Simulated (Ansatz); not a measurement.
# AuF (SMILES [F][Au]): PBE-QIDH/def2-TZVPP (core potential)

Aim: the electronic atomisation energy of AuF at PBE-QIDH/def2-TZVPP (core potential), from 3 runs. 

The calculation is run with Ansatz 0.2.0.

29 further runs of the same task are left out: 29 set aside as unsound or not needed.

## (1) Starting point

AuF has 2 atoms, charge 0, and is taken as a singlet. SMILES: `[F][Au]`. Geometry: relaxed at PBE0-D4/def2-TZVP.

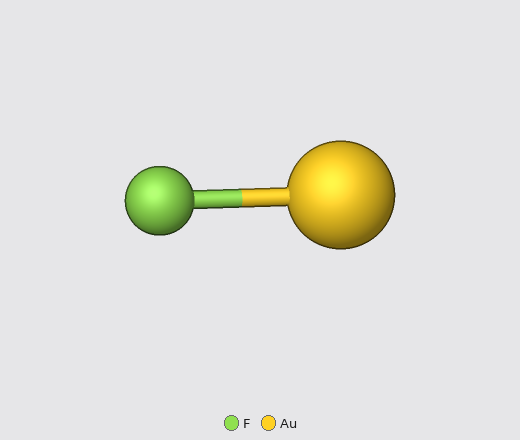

Viewed from a chosen angle; fluorine green, gold amber.

## (2) The energy at PBE-QIDH/def2-TZVPP (core potential)

Contents of run.yaml:

```yaml
crystal:
  periodic: [false, false, false]
  atoms:
    - {symbol: F, position_ang: [0.839700, -0.327100, 0.415300]}
    - {symbol: Au, position_ang: [-0.810300, 0.267000, -0.411300]}
basis:
  gaussian:
    orbitals: def2-TZVPP
hamiltonian:
  xc: {name: PBE-QIDH}
correlation:
  frozen_orbitals: {Au: 0, F: 1}
accuracy: high
output: {orbitals: {seedname: orbitals}}
```

The run is started by

```console
$ ansatz run run.yaml --threads 1 --pin off --max-ram 3480MiB --events-out events.jsonl --progress --plain --runs-dir runs
```

The log of the run:

```text
Warning: RAYON_NUM_THREADS=1 ignored (pool sized by the plan → 1); use --threads N
Functional definition: PBE-QIDH
  name "PBE-QIDH"
  parameter a = 3^(-1/3)
  parameter c = 1/3
  exchange = (1 - a)*pbe_x + a*exact_x
  correlation = (1 - c)*pbe_c + c*(mp2_os + mp2_ss)
1220 factors; integrals over basis functions are off by at most 3.7e-9 eV
mean field evaluation 1: about -6393.6040 eV, gradient 3.4e1 eV
mean field evaluation 2: about -6393.6065 eV, gradient 3.4e1 eV
mean field evaluation 4: about -6395.4498 eV, gradient 4.2e0 eV
mean field evaluation 8: about -6395.4783 eV, gradient 8.7e-2 eV
mean field evaluation 16: about -6395.4784 eV, gradient 3.6e-5 eV
mean field -6395.47835882 eV, -235.0294946758 hartree, gradient 9.1e-8 eV, S^2 0.000000; 0 other end points of the search recorded, 0 dependent functions left out
1 core orbitals not correlated: weight in the atoms' cores, before any rotation towards them, 1.000 or more for the frozen orbitals, at most 0.000 for the correlated occupied ones
reference -6395.47835984 eV, -235.0294947132 hartree; 13, 13 occupied and 73, 73 virtual orbitals, 1220 factors
second order -25.51541857 eV of doubles, -0.00000000 eV of singles
Total energy: -6403.98349936 eV, -235.3420528257 hartree
```

It took 6.3 s on 1 thread of Arm Neoverse V1, shared host; peak memory 0.18 GiB.

## (3) The Au atom, same level

Contents of in.yaml:

```yaml
crystal:
  periodic: [false, false, false]
  atoms:
    - {symbol: Au, position_ang: [0.000000, 0.000000, 0.000000]}
basis:
  gaussian:
    orbitals: def2-TZVPP
magnetization:
  spin_polarized: true
  initial_magnetization: 1
hamiltonian:
  xc: {name: PBE-QIDH}
correlation:
  frozen_orbitals: {Au: 0}
accuracy: high
```

The run is started by

```console
$ ansatz run in.yaml --threads 1 --pin off --max-ram 3480MiB --events-out events.jsonl --progress --plain --runs-dir runs
```

The log of the run:

```text
Warning: RAYON_NUM_THREADS=1 ignored (pool sized by the plan → 1); use --threads N
Functional definition: PBE-QIDH
  name "PBE-QIDH"
  parameter a = 3^(-1/3)
  parameter c = 1/3
  exchange = (1 - a)*pbe_x + a*exact_x
  correlation = (1 - c)*pbe_c + c*(mp2_os + mp2_ss)
631 factors; integrals over basis functions are off by at most 2.7e-9 eV
mean field evaluation 1: about -3682.6488 eV, gradient 1.6e1 eV
mean field evaluation 2: about -3682.6493 eV, gradient 1.6e1 eV
mean field evaluation 4: about -3683.4785 eV, gradient 5.8e-1 eV
mean field evaluation 8: about -3683.4870 eV, gradient 1.3e-2 eV
mean field evaluation 16: about -3683.4871 eV, gradient 6.8e-6 eV
mean field -3683.48706221 eV, -135.3656527790 hartree, gradient 4.1e-8 eV, S^2 0.751933; 0 other end points of the search recorded, 0 dependent functions left out
reference -3683.48706301 eV, -135.3656528084 hartree; 10, 9 occupied and 46, 47 virtual orbitals, 631 factors
second order -17.30287183 eV of doubles, -0.00000000 eV of singles
Total energy: -3689.25468695 eV, -135.5776090788 hartree
```

Wall time 4.8 s (1 thread of Arm Neoverse V1, shared host); peak memory 0.15 GiB.

## (4) The F atom, same level

Contents of in.yaml:

```yaml
crystal:
  periodic: [false, false, false]
  atoms:
    - {symbol: F, position_ang: [0.000000, 0.000000, 0.000000]}
basis:
  gaussian:
    orbitals: def2-TZVPP
magnetization:
  spin_polarized: true
  initial_magnetization: 1
hamiltonian:
  xc: {name: PBE-QIDH}
correlation:
  frozen_orbitals: {F: 1}
accuracy: high
```

Run the same way, it converges to -99.66615 Eh (log not shown).

## (5) Outcome

At PBE-QIDH/def2-TZVPP (core potential), 1 core orbital frozen:

```
                                     quantity          value
                       molecule: total energy  -235.34205 Eh
  molecule: HOMO energy (SCF part's orbitals)      -10.30 eV
  molecule: LUMO energy (SCF part's orbitals)       -2.01 eV
molecule: HOMO–LUMO gap (SCF part's orbitals)        8.30 eV
                        Au atom: total energy  -135.57761 Eh
                                Au atom: ⟨S²⟩          0.752
                         F atom: total energy   -99.66615 Eh
                                 F atom: ⟨S²⟩          0.753
                electronic atomisation energy       2.675 eV
```

Taking the molecule apart into free atoms costs 2.67 eV (258 kJ/mol), before zero-point energy and without spin-orbit coupling.
